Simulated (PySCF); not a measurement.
C6H11FSi: excited-state calculation

System: C6H11FSi.
Method: TDDFT PBE0/def2-SVPD, vertical, gas phase, core orbitals frozen in the response (PySCF 2.14.0).

The geometry comes from this level: GFN2-xTB.

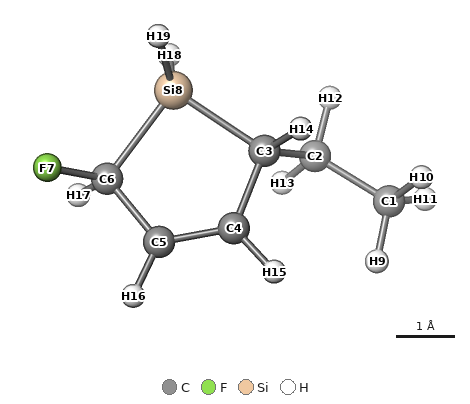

Fig. 1: The structure as given in the input (ball-and-stick view, seen at a tilt; atoms are numbered from 1 in the order of the input).

The input
```
{"job": {"kind": "uv", "xc": "PBE0", "basis": "def2-SVPD", "nstates": 6, "ntriplets": 2}, "charge": 0, "multiplicity": 1}
C      2.576555    -0.570949    -0.035477
C      1.445799     0.435797    -0.219295
C      0.239685     0.163102     0.692991
C     -0.443901    -1.130424     0.344958
C     -1.676280    -1.112625    -0.134450
C     -2.355598     0.212205    -0.304344
F     -3.607465     0.195217     0.310597
Si    -1.150373     1.471527     0.514795
H      2.267556    -1.566785    -0.342712
H      2.886825    -0.610409     1.007106
H      3.437121    -0.284083    -0.636384
H      1.825108     1.436644    -0.000349
H      1.117263     0.426569    -1.261054
H      0.618954     0.091319     1.717994
H      0.096517    -2.055032     0.486843
H     -2.228656    -2.003982    -0.392018
H     -2.572530     0.403454    -1.363009
H     -0.806241     2.563479    -0.396931
H     -1.680146     1.944228     1.790652
```

The first line tells a small driver script what to run in PySCF; the rest is the geometry in Å.

Hardware: 1 CPU thread, shared host.

Run as:
```bash
OMP_NUM_THREADS=1 python <driver script> task.json out
```

Log
```
coarse grid: 16048 points
cycle   1  E = -623.6009206631  dE =  7.887e-01  |g| = 5.160e-01  |ddm| = 7.212e+00
cycle   2  E = -623.5713674886  dE =  2.955e-02  |g| = 6.730e-01  |ddm| = 1.792e+00
cycle   3  E = -623.6608963194  dE = -8.953e-02  |g| = 7.647e-02  |ddm| = 8.549e-01
cycle   4  E = -623.6617399038  dE = -8.436e-04  |g| = 3.895e-02  |ddm| = 2.001e-01
cycle   5  E = -623.6620926286  dE = -3.527e-04  |g| = 8.663e-03  |ddm| = 9.582e-02
cycle   6  E = -623.6621067356  dE = -1.411e-05  |g| = 4.207e-03  |ddm| = 2.266e-02
cycle   7  E = -623.6621111272  dE = -4.392e-06  |g| = 5.538e-04  |ddm| = 8.515e-03
final grid: 149872 points
cycle   8  E = -623.7472158449  dE = -5.140e-05  |g| = 9.448e-03  |ddm| = 2.686e-01
cycle   9  E = -623.7471987361  dE =  1.711e-05  |g| = 1.287e-02  |ddm| = 4.542e-02
cycle  10  E = -623.7472384944  dE = -3.976e-05  |g| = 1.383e-03  |ddm| = 2.230e-02
cycle  11  E = -623.7472388772  dE = -3.828e-07  |g| = 2.979e-04  |ddm| = 2.604e-03
cycle  12  E = -623.7472388948  dE = -1.759e-08  |g| = 1.282e-04  |ddm| = 9.674e-04
cycle  13  E = -623.7472388984  dE = -3.565e-09  |g| = 4.744e-05  |ddm| = 2.857e-04
cycle  14  E = -623.7472388989  dE = -5.475e-10  |g| = 7.538e-06  |ddm| = 1.190e-04
```

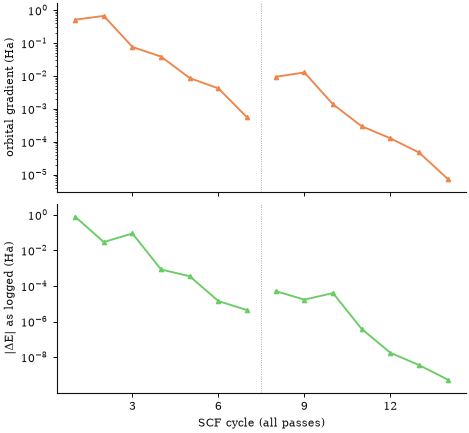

Fig. 2: Convergence of the self-consistent field: orbital gradient and size of the energy change against the SCF cycle. The dotted line marks the change from a coarse to the final integration grid. The first 7 cycles use a coarse grid, the final grid takes over at cycle 8, and the field converges after 14 cycles in all.

```
converged SCF energy = -623.7472388989

Static polarisability (au): isotropic 95.349, principal 78.112 94.568 113.368

Singlet excitations
state   eV       nm        f      main configurations
  1   6.1625    201.2   0.02862   H->L 0.67, H-1->L 0.29
  2   6.6542    186.3   0.01098   H->L+1 0.82
  3   6.7898    182.6   0.07254   H-1->L 0.51, H->L 0.15, H->L+1 0.14
  4   6.9471    178.5   0.03374   H->L+2 0.90
  5   7.2933    170.0   0.07233   H-1->L+1 0.75, H-2->L 0.16
  6   7.3894    167.8   0.01635   H-2->L 0.65, H-1->L+1 0.17

Triplet excitations (Tamm-Dancoff, eV): 4.3614 6.0936
```

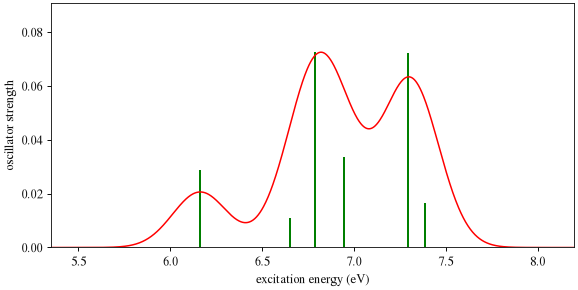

Fig. 3: Computed excitations as sticks (degenerate states added up, dark ones marked on the axis), with a Gaussian envelope of 0.35 eV full width at half maximum, scaled to the tallest. Of the 6 states the lowest lies at 6.16 eV (f = 0.029); the strongest line is at 6.79 eV, or 183 nm (f = 0.073).

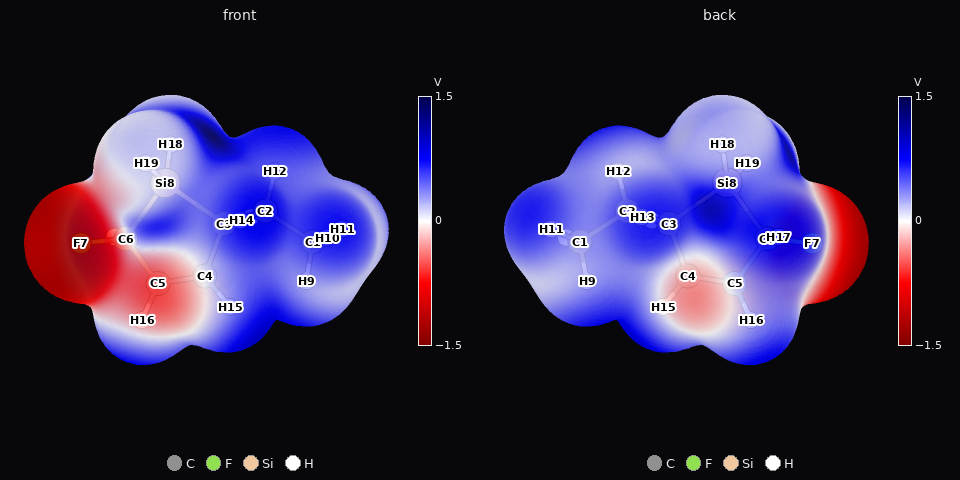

Fig. 4: The molecular electrostatic potential painted on the density surface at 0.002 e/bohr³, seen face on and from behind; red is negative and blue positive.

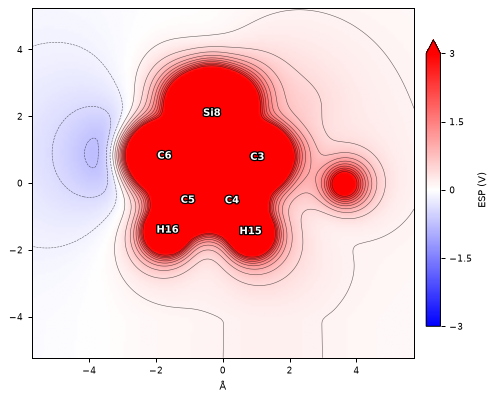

Fig. 5: Electrostatic potential on the plane of atoms C5, C4 and H15. The section cuts through C, Si and H sites.

Summary

- outcome: converged
- total energy: −623.747239 hartree
- HOMO: −7.47 eV
- LUMO: −0.18 eV
- dipole moment: 2.46 D
- mean polarisability: 95.35 a.u.
- lowest singlet excitation: 6.16 eV
- wall time: 2.5 min
- peak memory: 1 GiB
